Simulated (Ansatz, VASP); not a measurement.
# Se (Selenium): VASP beside Ansatz, part 2 of 2

Wanted: the spread between two codes on one cell, functional and k mesh.

VASP 6.6.1 and Ansatz 0.2.0.

So far: The starting structure; VASP: band structure, HSE06.

**3. Ansatz: band structure, HSE06**

Level of this step: Ansatz beside VASP: Kohn-Sham DFT, plane waves, HSE06 (Ansatz).

Ansatz runs on its default PAW (the set named soft_2) files.

The same cell, functional, mesh and smearing now go to Ansatz, which takes its cutoff from its data sets.

Contents of input.yaml:

```yaml
crystal:
  lattice:
    - [4.3662, 0.0, 0.0]
    - [-2.1831, 3.781240118, 0.0]
    - [0.0, 0.0, 4.9536]
  atoms:
    - { symbol: Se, position: [0.7746, 0.7746, 0.0] }
    - { symbol: Se, position: [0.0, 0.2254, 0.6666666667] }
    - { symbol: Se, position: [0.2254, 0.0, 0.3333333333] }
hamiltonian:
  xc: { exchange: pbe, correlation: pbe, exx: { coeff: 0.25, omega: 0.2 } }
  pseudopotentials: { kind: paw }
kpoints:
  mp_grid: { grid: [4, 4, 3] }
  band_path:
    path:
      - [0.0, 0.0, 0.0]
      - [0.44444, 0.0, 0.0]
      - [0.38889, 0.22222, 0.0]
      - [0.18519, 0.18519, 0.0]
      - [0.0, 0.0, 0.11111]
      - [0.0, 0.0, 0.5]
      - [0.44444, 0.0, 0.5]
      - [0.5, 0.0, 0.5]
      - [0.38889, 0.22222, 0.5]
      - [0.33333, 0.33333, 0.5]
      - [0.18519, 0.18519, 0.5]
      - [0.5, 0.0, 0.38889]
      - [0.33333, 0.33333, 0.0]
      - [0.33333, 0.33333, 0.5]
    npoints: 1
scf:
  occupations: { method: gaussian, width: 0.03 }
  n_extra_bands: 7
output:
  forces: true
  stress: true
  eigenvalues: true
  write_density: true
  write_potential: true
  elf: true
  volumetric_format: npy
```

The run is started by

```
$ ansatz run input.yaml --threads 4 --pin off --max-ram 9216MiB --backend cpu --events-out ev --progress --plain --runs-dir out
```

Numbers of over 12 decimals in the logs are rounded to 6 here.

What it wrote:

```text
Warning: output.stress: scf.convergence.dr2_threshold = 1e-7 eV (the SCF's general default) is looser than the 3e-10 eV advised for a printed stress (1e-10 eV for each atom of the cell: 3). What an SCF threshold leaves in a stress goes as its square root, and in the free energy as the threshold itself, and one threshold admits the most on a small cell: [figures from the program's tests cut] Set scf.convergence.dr2_threshold to 3e-10 eV or tighter. The threshold is an SCF's pass mark: one that does not reach it within its budget of iterations ends unconverged, or closes short of it on a stop that the run arms, and scf.convergence.dr2_threshold's page says what that costs each kind of run
Warning: output.stress: scf.exx.energy_threshold = 1e-6 eV is looser than the 3e-8 eV advised for a stress under a hybrid functional (1e-8 eV for each atom of the cell: 3). Every SCF of the exchange loop can meet its threshold on dr2 while the loop round them stops early: no threshold on dr2 bounds what that leaves in the stress. Set scf.exx.energy_threshold to 3e-8 eV or tighter. The threshold is the loop's pass mark: a loop that does not reach it within its budget of cycles ends unconverged, and scf.exx.energy_threshold's page has the law
scf.n_extra_bands = 7 over 24 filled bands (N_el = 48.0): the run solves 31 bands
Engine: ansatz 0.2.0, x86_64-unknown-linux-gnu
Pseudopotentials: kind: paw
Pseudopotential: Se, paw, valence charge 16, recommended cutoff 420 eV (normal), Se.paw.azcp
Functional definition: unnamed
  parameter a_1 = 0.25
  parameter omega_1 = 0.2/angstrom
  exchange = pbe_x + (-a_1)*pbe_x_sr(omega_1) + a_1*exact_x_sr(omega_1)
  correlation = pbe_c
Crystal: 3 atoms, lattice volume = 81.782 Å³
Basis set: ecut = 420 eV, 1583 PW (Γ), exchange–correlation on 60×60×72 points (8 copies of the dense FFT grid, shifted against one another)
Bands: 31, of which v1, the nominal top of the filled ones, is band 24 counted from 1 (23 counted from 0)
Symmetry: 6 space group operations
Space group: P3121 (ITA 152), of the structure as read, at distance tolerance 4.3e-5 Å
k-points: 9 of 48 (time reversal used)
Non-local potential: Se, projectors of the file, l = 0: 2, l = 1: 2, l = 2: 3, l = 3: 1
PAW form: soft (Blöchl's): semilocal exchange-correlation on the pseudo side does not see the compensation charge
PAW frozen core: Se, regenerated for the run's functional, and the local potential with it (the file was generated under x = pbe(κ = 0.804, μ = 0.219515), c = pbe(β = 0.066725))
PAW one-centre angular grid: Se, 590 points (default); XC on 64 Gauss nodes
Initial density: superposition of atomic densities (neutral atoms: chi_scale 0, normalization atom), corrected by the library's trained network
Initial wavefunctions: pseudopotential atomic-orbital guess
Functional: x = pbe(κ = 0.804, μ = 0.219515), c = pbe(β = 0.066725), warm-up for x = pbe(κ = 0.804, μ = 0.219515) + 0.25 (exact − pbe) at short range (hse, ω = 0.2 Å⁻¹), c = pbe(β = 0.066725)
SCF iter   1: F=—  HF=-16407.199063 eV  |F-HF|=—  |Δ(HF+E_count)|=         —  Δρ=1.43e-3  dr2=1.00e-3  ethr=1.77e-3  ⟨swp⟩=7.4  Hψ=1139  notcnv=0
preconditioner: auto → none  [insulator: Δε(μ)=1.593 eV  Ē_g=11.737 eV  σ=0.030 eV  W_gap=1.00  n_scr=20 (ndim 8)  ℏωp=17.4 eV  f_vac=0.095  D(μ)=0.00/eV (n_scr^D=0)]
SCF iter   2: F=-16407.200303 eV  HF=-16407.199959 eV  |F-HF|=3.45e-4  |Δ(HF+E_count)|=   8.96e-4  Δρ=6.57e-4  dr2=1.54e-4  ethr=2.09e-6  ⟨swp⟩=4.3  Hψ=844  notcnv=0  defer=3
SCF 1 stopped early in 2 iterations: F = -16407.200303 eV  dr2 = 1.54e-4
  greatest PAW one-centre occupation: 1.000 electrons in one spin orbital (limit 2), on the Se atom at site 2 (counted from 0), in its partial waves of l = 2
Initial density: handed on by an earlier stage of this run
Initial wavefunctions: those handed on with the density
Functional: x = pbe(κ = 0.804, μ = 0.219515) + 0.25 (exact − pbe) at short range (hse, ω = 0.2 Å⁻¹), c = pbe(β = 0.066725)
Exchange kernel: α = 0.2500, screened, ω = 0.2000 Å⁻¹, Wigner–Seitz truncation, v(0) = 1113.2958 eV·Å³, q-mesh 4×4×3, nearest image of the exchange supercell L = 14.86 Å, pair-density grid 18×18×24, without the augmentation charges, whose exchange is taken in its separable form by FFT convolution over the k-point mesh (sized by the pseudopotential files, 27×27×36 at the most), smooth part of the exact exchange by density-matrix convolution
Frozen-core exchange: fock
SCF iter   1: F=—  HF=-16411.412536 eV  |F-HF|=—  |Δ(HF+E_count)|=         —  Δρ=4.94e-3  dr2=1.07e-2  ethr=3.22e-6  ⟨swp⟩=5.9  Hψ=1193  notcnv=0
preconditioner: auto → none  [insulator: Δε(μ)=2.373 eV  Ē_g=13.190 eV  σ=0.030 eV  W_gap=1.00  n_scr=20 (ndim 8)  ℏωp=17.4 eV  f_vac=0.096  D(μ)=0.00/eV (n_scr^D=0)]
SCF iter   2: F=—  HF=-16411.399084 eV  |F-HF|=—  |Δ(HF+E_count)|=   1.35e-2  Δρ=2.20e-3  dr2=2.73e-3  ethr=3.22e-6  ⟨swp⟩=4.0  Hψ=909  notcnv=0
iter 3 solved again at ethr=2.66e-7 eV; its pass at ethr=3.22e-6 eV (dr2=1.28e-4 eV) is discarded
SCF iter   3: F=—  HF=-16411.398526 eV  |F-HF|=—  |Δ(HF+E_count)|=   5.58e-4  Δρ=6.17e-4  dr2=1.83e-3  ethr=2.66e-7  ⟨swp⟩=2.0  Hψ=993  notcnv=0
SCF iter   4: F=—  HF=-16411.412863 eV  |F-HF|=—  |Δ(HF+E_count)|=   1.43e-2  Δρ=7.71e-4  dr2=3.13e-4  ethr=2.55e-7  ⟨swp⟩=4.0  Hψ=989  notcnv=0
SCF iter   5: F=—  HF=-16411.412741 eV  |F-HF|=—  |Δ(HF+E_count)|=   1.23e-4  Δρ=7.17e-5  dr2=4.69e-5  ethr=2.55e-7  ⟨swp⟩=3.0  Hψ=711  notcnv=0
SCF iter   6: F=—  HF=-16411.413018 eV  |F-HF|=—  |Δ(HF+E_count)|=   2.77e-4  Δρ=1.36e-4  dr2=1.21e-5  ethr=9.78e-9  ⟨swp⟩=4.1  Hψ=915  notcnv=0
SCF iter   7: F=-16411.413014 eV  HF=-16411.413015 eV  |F-HF|=1.52e-7  |Δ(HF+E_count)|=   3.51e-6  Δρ=6.44e-6  dr2=1.54e-6  ethr=9.78e-9  ⟨swp⟩=4.0  Hψ=592  notcnv=0
SCF 2 stopped early in 7 iterations: F = -16411.413014 eV  dr2 = 1.54e-6
  Residual-converged pass: ⟨swp⟩=4.0  Hψ=767  notcnv=0  max |occ|·‖R‖ = 6.0e-6 eV (tolerance 6.7e-6 eV)  dr2=1.53e-6  dr2_onsite=4.82e-9  max |Δocc| = 0.0e0
  greatest PAW one-centre occupation: 1.000 electrons in one spin orbital (limit 2), on the Se atom at site 0 (counted from 0), in its partial waves of l = 2
hybrid outer 1: dexx = +1.692e-2 eV, tail = 3.40e-4 eV
Exchange kernel: α = 0.2500, screened, ω = 0.2000 Å⁻¹, Wigner–Seitz truncation, v(0) = 1113.2958 eV·Å³, q-mesh 4×4×3, nearest image of the exchange supercell L = 14.86 Å, pair-density grid 18×18×24, without the augmentation charges, whose exchange is taken in its separable form by FFT convolution over the k-point mesh (sized by the pseudopotential files, 27×27×36 at the most), smooth part of the exact exchange by density-matrix convolution
Frozen-core exchange: fock
SCF iter   1: F=—  HF=-16411.413555 eV  |F-HF|=—  |Δ(HF+E_count)|=         —  Δρ=5.84e-5  dr2=1.40e-6  ethr=3.54e-6  ⟨swp⟩=3.1  Hψ=571  notcnv=0
preconditioner: auto → none  [insulator: Δε(μ)=2.429 eV  Ē_g=13.213 eV  σ=0.030 eV  W_gap=1.00  n_scr=20 (ndim 8)  ℏωp=17.4 eV  f_vac=0.100  D(μ)=0.00/eV (n_scr^D=0)]
SCF iter   2: F=—  HF=-16411.413559 eV  |F-HF|=—  |Δ(HF+E_count)|=   3.63e-6  Δρ=2.58e-5  dr2=4.30e-7  ethr=2.47e-9  ⟨swp⟩=4.0  Hψ=969  notcnv=0
SCF iter   3: F=—  HF=-16411.413559 eV  |F-HF|=—  |Δ(HF+E_count)|=   1.76e-7  Δρ=3.82e-6  dr2=2.15e-7  ethr=4.41e-10  ⟨swp⟩=3.0  Hψ=722  notcnv=0
SCF iter   4: F=—  HF=-16411.413560 eV  |F-HF|=—  |Δ(HF+E_count)|=   1.17e-6  Δρ=6.83e-6  dr2=2.96e-8  ethr=2.20e-11  ⟨swp⟩=4.4  Hψ=1036  notcnv=0  defer=1
SCF iter   5: F=—  HF=-16411.413560 eV  |F-HF|=—  |Δ(HF+E_count)|=   7.82e-9  Δρ=1.26e-6  dr2=3.86e-9  ethr=2.20e-11  ⟨swp⟩=3.0  Hψ=564  notcnv=0
SCF iter   6: F=—  HF=-16411.413560 eV  |F-HF|=—  |Δ(HF+E_count)|=   2.14e-8  Δρ=1.27e-6  dr2=1.34e-9  ethr=1.00e-12  ⟨swp⟩=4.0  Hψ=811  notcnv=0
SCF iter   7: F=-16411.413560 eV  HF=-16411.413560 eV  |F-HF|=7.28e-12  |Δ(HF+E_count)|=  5.28e-10  Δρ=1.44e-7  dr2=1.22e-10  ethr=1.00e-12  ⟨swp⟩=3.0  Hψ=712  notcnv=0
SCF 3 converged in 7 iterations: F = -16411.413560 eV  dr2 = 1.22e-10
  Residual-converged pass: ⟨swp⟩=2.0  Hψ=491  notcnv=0  max |occ|·‖R‖ = 4.4e-7 eV (tolerance 5.4e-7 eV)  dr2=1.22e-10  dr2_onsite=1.34e-11  max |Δocc| = 0.0e0
hybrid outer 2: dexx = +1.692e-6 eV, tail = 8.98e-8 eV, Δε = 3.44e-3 eV (about 1.59e-4 eV left of the loop's levels), ΔF = 1.60e-2 eV/Å (tail 3.44e-3)
Exchange kernel: α = 0.2500, screened, ω = 0.2000 Å⁻¹, Wigner–Seitz truncation, v(0) = 1113.2958 eV·Å³, q-mesh 4×4×3, nearest image of the exchange supercell L = 14.86 Å, pair-density grid 18×18×24, without the augmentation charges, whose exchange is taken in its separable form by FFT convolution over the k-point mesh (sized by the pseudopotential files, 27×27×36 at the most), smooth part of the exact exchange by density-matrix convolution
Frozen-core exchange: fock
SCF iter   1: F=—  HF=-16411.413560 eV  |F-HF|=—  |Δ(HF+E_count)|=         —  Δρ=1.53e-6  dr2=1.11e-9  ethr=9.35e-10  ⟨swp⟩=9.0  Hψ=653  notcnv=0
preconditioner: auto → none  [insulator: Δε(μ)=2.430 eV  Ē_g=13.213 eV  σ=0.030 eV  W_gap=1.00  n_scr=20 (ndim 8)  ℏωp=17.4 eV  f_vac=0.100  D(μ)=0.00/eV (n_scr^D=0)]
SCF iter   2: F=-16411.413560 eV  HF=-16411.413560 eV  |F-HF|=7.28e-12  |Δ(HF+E_count)|=  8.73e-10  Δρ=3.69e-7  dr2=1.59e-10  ethr=2.05e-12  ⟨swp⟩=4.0  Hψ=892  notcnv=0
SCF 4 converged in 2 iterations: F = -16411.413560 eV  dr2 = 1.59e-10
  Residual-converged pass: ⟨swp⟩=2.1  Hψ=388  notcnv=0  max |occ|·‖R‖ = 7.4e-7 eV (tolerance 7.5e-7 eV)  dr2=1.59e-10  dr2_onsite=3.64e-11  max |Δocc| = 0.0e0
hybrid outer 3: dexx = +8.682e-10 eV, tail = 4.26e-10 eV, Δε = 4.34e-5 eV (about 6.68e-6 eV left of the loop's levels), ΔF = 5.32e-4 eV/Å (tail 3.76e-4)
NSCF: frozen V_eff on 14 k-points
hybrid SCF converged: 3 outer / 16 inner (+2 warm-up), last move |dexx| = 8.68e-10 eV, tail = 4.26e-10 eV
Stability not checked: this state was not tested for a lower state beside it, because the functional holds exact exchange (a hybrid, or Hartree-Fock), whose exchange loop this test does not read (fock_operator; see scf.lower_state_search)
Free energy (F): -16411.413560 eV
Frozen-core exchange: fock
Harris-Foulkes:  -16411.413560 eV  (|F-HF|=7.28e-12)
Internal energy: -16411.413560 eV  (E = F + TS)
E sigma→0 (E₀):  -16411.413560 eV
Fermi energy:    7.253254 eV
--- Per-component energies (eV) ---
  E_band       = -1376.038397
  E_kinetic    = 349.196964
  E_local      = -7735.091867  (includes V_loc(G=0)·N_el)
  E_nonlocal   = -1784.816068
  E_hartree    = 3789.444409
  E_xc         = -249.333364
  E_vxc        = -233.750943  (∫ρ·V_xc dr)
  E_exx        = -204.909810  (= α·E_x^exact, valence–valence)
  E_paw        = -5591.113978  (= ΣΔE_a)
  E_vpaw       = 859.355952  (= ΣTr[D̂ρ^β])
  E_aug_tail   = -0.001821  (compensation charges beyond the density's cutoff)
  E_ewald      = -4981.574654
  E_core_change = -3.213371  (= ΣΔE_core)
  E_smearing   = -0.000000  (= −TS)
  E_closure    = 0.000000  (closes the sum)
  Σ components = -16411.413560   (vs F -16411.413560, Δ=0.00e0)
--- Forces (eV/Å), atoms counted from 1 ---
  atom   1  Se     0.08780518     0.15208302     0.00000000
  atom   2  Se     0.08780518    -0.15208302    -0.00000000
  atom   3  Se    -0.17561035    -0.00000000    -0.00000000
  max |Σ_I F_I| component: 5.55e-17 eV/Å
--- Stress (GPa, compression-positive) ---
        0.905575       0.000000      -0.000000
        0.000000       0.905575       0.000000
       -0.000000       0.000000       0.361065
  P = ⅓ Tr σ = 0.7241 GPa (7.241 kbar)
--- Band table (eV; the first three rows and the last of 9) ---
  k-point 0: bands = [... 20 lower, 2.3472, 4.0274, 4.0274, 5.8036, 9.1641, 9.1641, 9.4350, 13.4687, ... 3 higher]
  k-point 1: bands = [... 20 lower, 2.7255, 4.2789, 4.7890, 5.0919, 8.4677, 8.5811, 8.6805, 13.7789, ... 3 higher]
  k-point 2: bands = [... 20 lower, 2.4849, 4.0897, 4.5688, 5.4138, 9.1149, 9.2468, 10.0825, 13.2157, ... 3 higher]
  k-point 8: bands = [... 20 lower, 1.9717, 4.2363, 5.1920, 6.0382, 8.8683, 9.8891, 10.4805, 13.6226, ... 3 higher]
```

The job ended after 56 s (4 threads of Intel Xeon Platinum 8375C at 2.90GHz (Ice Lake), shared host; peak memory 0.84 GiB; 3.2 min of CPU time).

**4. Differences**

Known differences besides the PAW data sets themselves: exact exchange at q = 0 is treated differently, which shows on coarse meshes; VASP keeps PBE cores, Ansatz makes them for the functional; the data sets hold 48 valence electrons in Ansatz (default PAW (the set named soft_2) files) and 18 in VASP; the cutoff is 420 eV in Ansatz and 350 eV in VASP; VASP takes a coarser grid for exact exchange (PRECFOCK = Fast). Total energies have different zeros and are not compared.

Both answers:

| quantity | Ansatz | VASP | difference |
| --- | --- | --- | --- |
| gap over the path points (eV) | 1.792 | 1.783 | +0.010 |

Forces (eV/Å; atoms numbered as in POSCAR):

| atom | Ansatz x, y, z | VASP x, y, z |
| --- | --- | --- |
| Se1 | 0.088, 0.152, 0.000 | 0.105, 0.182, 0.000 |
| Se2 | 0.088, -0.152, 0.000 | 0.105, -0.182, 0.000 |
| Se3 | -0.176, 0.000, 0.000 | -0.211, 0.000, 0.000 |

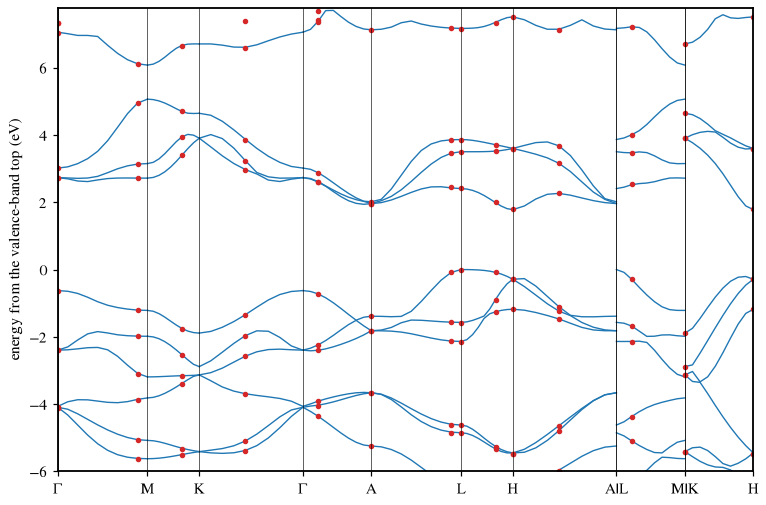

Bands from VASP (lines) and levels from Ansatz (dots). Dots without a line are higher empty bands that the VASP plot leaves out.

Levels at points of the path, from each program's valence-band top (eV; 4 filled, then empty):

| k (reciprocal lattice) | Ansatz | VASP |
| --- | --- | --- |
| 0.000 0.000 0.000 | -4.08 -2.40 -2.40 -0.62 2.73 2.73 3.01 | -4.07 -2.40 -2.40 -0.63 2.73 2.73 3.02 |
| 0.444 0.000 0.000 | -3.87 -3.09 -1.98 -1.21 2.72 3.13 4.96 | -3.86 -3.08 -1.98 -1.21 2.72 3.13 4.95 |
| 0.389 0.222 0.000 | -3.40 -3.16 -2.54 -1.76 3.40 3.95 4.70 | -3.38 -3.16 -2.54 -1.75 3.40 3.95 4.70 |
| 0.185 0.185 0.000 | -3.70 -2.58 -1.97 -1.35 2.97 3.24 3.87 | -3.69 -2.58 -1.97 -1.34 2.97 3.24 3.87 |
| 0.000 0.000 0.111 | -3.92 -2.41 -2.25 -0.72 2.60 2.62 2.87 | -3.91 -2.40 -2.24 -0.72 2.60 2.62 2.88 |
| 0.000 0.000 0.500 | -3.67 -1.82 -1.82 -1.39 1.95 1.95 2.02 | -3.66 -1.82 -1.82 -1.39 1.96 1.96 2.02 |
| 0.444 0.000 0.500 | -4.61 -2.14 -1.57 -0.09 2.44 3.46 3.86 | -4.60 -2.13 -1.56 -0.09 2.43 3.46 3.86 |
| 0.500 0.000 0.500 | -4.64 -2.15 -1.58 0.00 2.42 3.50 3.87 | -4.62 -2.14 -1.57 0.00 2.41 3.50 3.87 |
| 0.389 0.222 0.500 | -5.28 -1.26 -0.89 -0.08 2.00 3.52 3.71 | -5.26 -1.26 -0.89 -0.08 1.99 3.52 3.71 |
| 0.333 0.333 0.500 | -5.47 -1.18 -0.29 -0.29 1.79 3.60 3.60 | -5.45 -1.18 -0.29 -0.29 1.78 3.60 3.60 |

The forces differ by 20 meV/Å r.m.s., which is 16.6 % of the r.m.s. force of 0.12 eV/Å (both taken over all components). Among the levels compared (up to four filled and three empty ones at each point), filled levels agree within 18 meV and empty ones within 12 meV.

**5. What moves the difference**

The difference is large enough to ask for its cause, so further runs change the set-up of one program at a time, as the table lists.

| run | r.m.s. force difference (meV/Å) |
| --- | --- |
| as above | 20 |
| cores kept as stored, as VASP does | 19 |
| Ansatz's larger PAW set (cutoff 580 eV) | 17 |

**6. Outcome**

```
r.m.s. force difference (band structure, HSE06) : 20 meV/Å
```

In words: The r.m.s. force difference is 20 meV/Å (band structure, HSE06), beyond the 12 meV/Å picked in this series as the mark of a large difference. For band structure, HSE06: no further run halves the r.m.s. force difference; only Ansatz's side was varied. 1 further run on this material is not shown. How closely two codes agree says nothing of how well the functional describes the real material.

[Lines on the potential files, build, host, timing and source positions are cut from VASP's logs without a mark.]

[Logs are printed without paths, hosts, clocks, repeated set-up lines and the standing remarks that a program may print on its own settings, such as how far it seeks lower states.]

[Hosts, paths, dates, database ids (printed as entryN), source tags and the programs' standing remarks are cut or masked in the printed files.]
